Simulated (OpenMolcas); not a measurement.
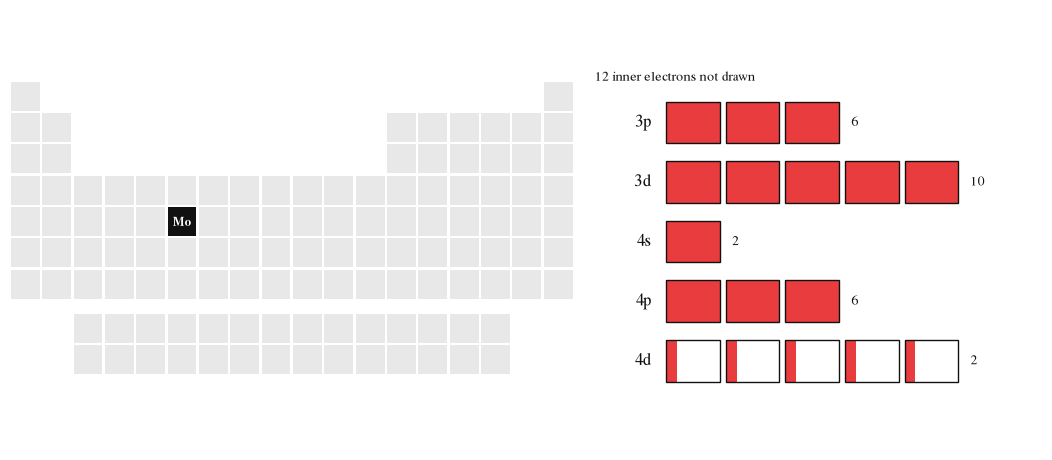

Figure 1. Left, the place of molybdenum in the periodic table; right, the outer shells of the leading configuration of the lowest level: a box for each of the 2l + 1 orbitals, shaded by the share of the shell that is filled, with the electron count at the right.

Multiconfigurational calculation: Mo⁴⁺ complex (part 1 of 2)

System: Mo⁴⁺ with 4 ligands (Cl; tetrahedron, 2.28 Å), with no charges around it.
Method: state-averaged CASSCF, active space 2 electrons in the shell 4d, basis ANO-RCC-VTZP on the metal and ANO-RCC-VTZP on the ligands, DKH2 scalar Hamiltonian, spin-orbit coupling by RASSI with atomic mean-field integrals (OpenMolcas).

## Input
```
&GATEWAY
Coord
5

Mo 0.0 0.0 0.0
Cl 1.316359 1.316359 1.316359
Cl 1.316359 -1.316359 -1.316359
Cl -1.316359 1.316359 -1.316359
Cl -1.316359 -1.316359 1.316359
Basis=Mo.ANO-RCC-VTZP,Cl.ANO-RCC-VTZP
Group=NoSym
NoMove
AngMom=0.0 0.0 0.0
AMFI
RICD
&SEWARD
&RASSCF
FileOrb=start.orb
Symmetry=1
Spin=3
nActEl=2 0 0
Inactive=54
Ras2=5
CIRoot=10 10 1
SDav=10
CIMx=300
Iter=150 100
PrWF=0.3
OrbListing=Nothing
MaxOrb=0
LevShft=1.0
>>> COPY $Project.JobIph JOB001
&RASSCF
FileOrb=start.orb
Symmetry=1
Spin=1
nActEl=2 0 0
Inactive=54
Ras2=5
CIRoot=15 15 1
SDav=15
CIMx=300
Iter=150 100
PrWF=0.3
OrbListing=Nothing
MaxOrb=0
LevShft=1.0
>>> COPY $Project.JobIph JOB002
&RASSI
NrOfJobIphs=2 10 15
1 2 3 4 5 6 7 8 9 10
1 2 3 4 5 6 7 8 9 10 11 12 13 14 15
IphNames
JOB001
JOB002
EJob
SpinOrbit
DIPRint=1.0
SOCoupling=1000.0
Subsets=2
Property=9
'ANGMOM' 1 'ANGMOM' 2 'ANGMOM' 3 'MLTPL  1' 1 'MLTPL  1' 2 'MLTPL  1' 3
'AMFI' 1 'AMFI' 2 'AMFI' 3
SOProperty=3
'ANGMOM' 1 'ANGMOM' 2 'ANGMOM' 3
```

The file start.orb holds starting orbitals from an earlier step. A driver script formed the levels outside the program, from RASSI's spin-orbit matrix and the active-space energies, averaged over the components of each term or state.

Hardware: 1 thread of Arm Neoverse V1, 24 GiB of memory available, shared host.

Launched with:
```bash
OMP_NUM_THREADS=1 MOLCAS_MEM=3686 MOLCAS_PROJECT=a pymolcas a.inp > a.log  # once for each step of the input, in one work folder
```

## Log (extracts)
```
--- SEWARD ---
Basis set label: MO.ANO-RCC...7S6P4D2F1G.

      Electronic valence basis set:
      ------------------
      Associated Effective Charge  42.000000 au
      Associated Actual Charge     42.000000 au
      Nuclear Model: Point charge

      Shell  nPrim  nBasis  Cartesian Spherical Contaminant
         s      21       7        X
         p      18       6        X
         d      13       4                 X
         f       6       2                 X
         g       4       1                 X
                  Relativistic Douglas-Kroll-Hess integrals:
                    - DKH order of Hamiltonian: 2
                    - DKH order of Properties : 0
                  Atomic mean-field integrals
--- RASSCF ---
Wave function specifications:
      -----------------------------

      Number of closed shell electrons         108
      Number of electrons in active shells       2
      Max number of holes in RAS1 space          0
      Max nr of electrons in RAS3 space          0
      Number of inactive orbitals               54
      Number of active orbitals                  5
      Number of secondary orbitals             145
      Spin quantum number                      1.0
      State symmetry                             1
Orbital specifications:
      -----------------------

      Symmetry species                           1
                                                 a
      Frozen orbitals                            0
      Inactive orbitals                         54
      Active orbitals                            5
      RAS1 orbitals                              0
      RAS2 orbitals                              5
      RAS3 orbitals                              0
      Secondary orbitals                       145
      Deleted orbitals                           0
      Number of basis functions                204
      Number of CSFs                            10
      Number of root(s) required                10
      Iter CI   SX   CI       RASSCF       Energy    max ROT     max BLB   max BLB  Level Ln srch  Step   QN
          iter iter root      energy       change     param      element    value   shift minimum  type update
 Nr of preliminary CI iterations:   1
      Total energies have been shifted. Add                -5000.00 au
        1   1   12    0  -888.35857915    0.00E+00  -1.07E-01*  17  94 1 -2.69E-01*  1.19   0.00    SX    NO
        2   1   13    0  -889.12521165   -7.67E-01* -5.18E-02   41  56 1  1.02E-01*  0.91   0.00    SX    NO
        3   1   14    0  -889.40712326   -2.82E-01*  3.61E-02   41  56 1  6.41E-02*  0.70   0.00    SX    NO
        4   1   15    0  -889.49020332   -8.31E-02*  1.68E-02   17  94 1  3.50E-02*  0.68   0.00    SX    NO
        5   1   14    0  -889.51506766   -2.49E-02*  1.88E-02   41  56 1  1.84E-02*  0.69   2.44    LS   YES
        6   1   14    0  -889.52798794   -1.29E-02*  1.58E-02   15 101 1  1.09E-02*  0.70   1.29    QN   YES
        7   1   13    0  -889.53098276   -2.99E-03*  8.07E-03   17  94 1 -6.52E-03*  0.70   1.54    LS   YES
        8   1   13    0  -889.53140319   -4.20E-04*  2.82E-03   17  94 1 -5.90E-03*  0.70   1.06    QN   YES
        9   1   12    0  -889.53176827   -3.65E-04*  1.81E-03   21 105 1 -1.40E-03*  0.70   1.65    LS   YES
       10   1   12    0  -889.53183569   -6.74E-05*  9.38E-04   15 101 1 -2.62E-03*  0.70   1.02    QN   YES
       11   1   11    0  -889.53187567   -4.00E-05*  8.91E-04   16  93 1  7.90E-04*  0.70   1.96    LS   YES
       12   1   11    0  -889.53188823   -1.26E-05* -3.49E-04   17 103 1  1.22E-03*  0.70   1.01    QN   YES
       13   1   10    0  -889.53189694   -8.71E-06* -2.84E-04    6 101 1  4.33E-04*  0.70   1.82    LS   YES
       14   1   10    0  -889.53189915   -2.20E-06*  2.25E-04   12  73 1  5.30E-04*  0.70   1.00    QN   YES
       15   1   10    0  -889.53190201   -2.86E-06* -2.06E-04    6 101 1 -2.25E-04*  0.70   1.45    QN   YES
       16   1    9    0  -889.53190294   -9.27E-07* -7.70E-05    6 101 1 -7.01E-05   0.70   1.28    QN   YES
       17   1    8    0  -889.53190309   -1.51E-07* -4.50E-05   27  67 1  2.82E-05   0.70   1.36    QN   YES
       18   1    7    0  -889.53190312   -3.41E-08*  1.50E-05   16 102 1  1.30E-05   0.70   1.40    QN   YES
       19   1    7    0  -889.53190313   -9.11E-09   1.33E-05   18  70 1 -7.71E-06   0.70   1.41    QN   YES
      Convergence after 19 iterations
       20   1    7    0  -889.53190313   -2.52E-09   1.33E-05   27  57 1  3.34E-06   0.70   1.41    QN   YES
      Natural orbitals and occupation numbers for root  1
      sym 1:  -0.000000   1.000000  -0.000000   0.000000   1.000000
      Natural orbitals and occupation numbers for root  2
      sym 1:  -0.000000   0.038610   0.038610   0.961390   0.961390
      Natural orbitals and occupation numbers for root  3
      sym 1:   0.094945   0.905055   0.905055  -0.000000   0.094945
::    RASSCF root number  1 Total energy:  -5889.60153964
::    RASSCF root number  2 Total energy:  -5889.55294847
::    RASSCF root number  3 Total energy:  -5889.55294847
::    RASSCF root number  4 Total energy:  -5889.55294847
::    RASSCF root number  5 Total energy:  -5889.53033750
::    RASSCF root number  6 Total energy:  -5889.53033750
::    RASSCF root number  7 Total energy:  -5889.53033750
::    RASSCF root number  8 Total energy:  -5889.48921126
::    RASSCF root number  9 Total energy:  -5889.48921126
::    RASSCF root number 10 Total energy:  -5889.48921126
--- RASSCF ---
Wave function specifications:
      -----------------------------

      Number of closed shell electrons         108
      Number of electrons in active shells       2
      Max number of holes in RAS1 space          0
      Max nr of electrons in RAS3 space          0
      Number of inactive orbitals               54
      Number of active orbitals                  5
      Number of secondary orbitals             145
      Spin quantum number                      0.0
      State symmetry                             1
Orbital specifications:
      -----------------------

      Symmetry species                           1
                                                 a
      Frozen orbitals                            0
      Inactive orbitals                         54
      Active orbitals                            5
      RAS1 orbitals                              0
      RAS2 orbitals                              5
      RAS3 orbitals                              0
      Secondary orbitals                       145
      Deleted orbitals                           0
      Number of basis functions                204
      Number of CSFs                            15
      Number of root(s) required                15
      Iter CI   SX   CI       RASSCF       Energy    max ROT     max BLB   max BLB  Level Ln srch  Step   QN
          iter iter root      energy       change     param      element    value   shift minimum  type update
 Nr of preliminary CI iterations:   1
      Total energies have been shifted. Add                -5000.00 au
        1   1   13    0  -889.49171249    0.00E+00  -6.65E-03   45  55 1  3.97E-03*  0.69   0.00    SX    NO
        2   1   13    0  -889.49218162   -4.69E-04*  3.42E-03   45  55 1  3.05E-03*  0.69   0.00    SX    NO
        3   1   12    0  -889.49234892   -1.67E-04*  1.97E-03   45  55 1  1.94E-03*  0.69   0.00    SX    NO
        4   1   12    0  -889.49241516   -6.62E-05*  1.12E-03   45  55 1  1.35E-03*  0.69   0.00    SX    NO
        5   1   11    0  -889.49244283   -2.77E-05*  1.66E-03   45  55 1  8.89E-04*  0.69   2.50    LS   YES
        6   1   10    0  -889.49246250   -1.97E-05*  5.72E-04   47  56 1  2.64E-04*  0.69   1.28    QN   YES
        7   1    9    0  -889.49246414   -1.64E-06*  1.89E-04   46  92 1  9.60E-05   0.69   1.21    QN   YES
        8   1    8    0  -889.49246442   -2.76E-07*  1.14E-04   51  55 1 -6.39E-05   0.69   1.60    LS   YES
        9   1    8    0  -889.49246446   -4.50E-08*  6.72E-05   51  55 1 -5.52E-05   0.69   0.99    QN   YES
       10   1    7    0  -889.49246450   -4.34E-08*  3.28E-05   51  55 1 -3.16E-05   0.69   1.42    QN   YES
       11   1    6    0  -889.49246451   -1.01E-08*  2.09E-05   51  55 1 -1.64E-05   0.69   1.26    QN   YES
       12   1    6    0  -889.49246452   -2.97E-09  -1.41E-05   47  56 1  8.19E-06   0.69   1.66    QN   YES
      Convergence after 12 iterations
       13   1    6    0  -889.49246452   -1.16E-09  -1.41E-05   46  67 1  2.39E-06   0.69   1.66    QN   YES
      Natural orbitals and occupation numbers for root  1
      sym 1:   0.009597   0.987221   0.015299   0.000662   0.987221
      Natural orbitals and occupation numbers for root  2
      sym 1:   0.007442   0.987221   0.001740   0.016377   0.987221
      Natural orbitals and occupation numbers for root  3
      sym 1:   0.068126   0.897811   0.068126   0.068126   0.897811
::    RASSCF root number  1 Total energy:  -5889.55702030
::    RASSCF root number  2 Total energy:  -5889.55702030
::    RASSCF root number  3 Total energy:  -5889.52512084
::    RASSCF root number  4 Total energy:  -5889.51056605
::    RASSCF root number  5 Total energy:  -5889.51056605
::    RASSCF root number  6 Total energy:  -5889.51056605
::    RASSCF root number  7 Total energy:  -5889.50332494
::    RASSCF root number  8 Total energy:  -5889.50332494
::    RASSCF root number  9 Total energy:  -5889.50332494
::    RASSCF root number 10 Total energy:  -5889.46802704
::    RASSCF root number 11 Total energy:  -5889.46802704
::    RASSCF root number 12 Total energy:  -5889.45684306
::    RASSCF root number 13 Total energy:  -5889.45684306
::    RASSCF root number 14 Total energy:  -5889.45684306
::    RASSCF root number 15 Total energy:  -5889.39955007
--- RASSI ---
SPIN-FREE ENERGIES:
  (Shifted by EMIN (a.u.) =      -5889.6015396433)

 SF State       Relative EMIN(au)   Rel lowest level(eV)    D:o, cm**(-1)

     1             0.0000000000        0.0000000000              0.0000
    11             0.0445193397        1.2114329467           9770.8657
    12             0.0445193397        1.2114329467           9770.8657
     4             0.0485911725        1.3222331641          10664.5297
     2             0.0485911725        1.3222331641          10664.5297
     3             0.0485911725        1.3222331641          10664.5297
     7             0.0712021474        1.9375091340          15627.0650
     5             0.0712021474        1.9375091340          15627.0650
     6             0.0712021474        1.9375091340          15627.0650
    13             0.0764187984        2.0794614399          16771.9876
    14             0.0909735884        2.4755174508          19966.3948
    15             0.0909735884        2.4755174508          19966.3948
    16             0.0909735884        2.4755174508          19966.3948
    17             0.0982147054        2.6725582838          21555.6363
    18             0.0982147054        2.6725582838          21555.6363
    19             0.0982147054        2.6725582838          21555.6363
     8             0.1123283842        3.0566110501          24653.2307
     9             0.1123283842        3.0566110501          24653.2307
    10             0.1123283842        3.0566110501          24653.2307
    20             0.1335125984        3.6330628840          29302.6283
    21             0.1335125984        3.6330628840          29302.6283
    22             0.1446965853        3.9373946719          31757.2297
    23             0.1446965858        3.9373946846          31757.2298
    24             0.1446965863        3.9373946988          31757.2299
    25             0.2019895687        5.4964161719          44331.5861
     Dipole printing threshold changed to   1.00000000E+00
```

(Continued in part 2.) Outcome of the run: converged.
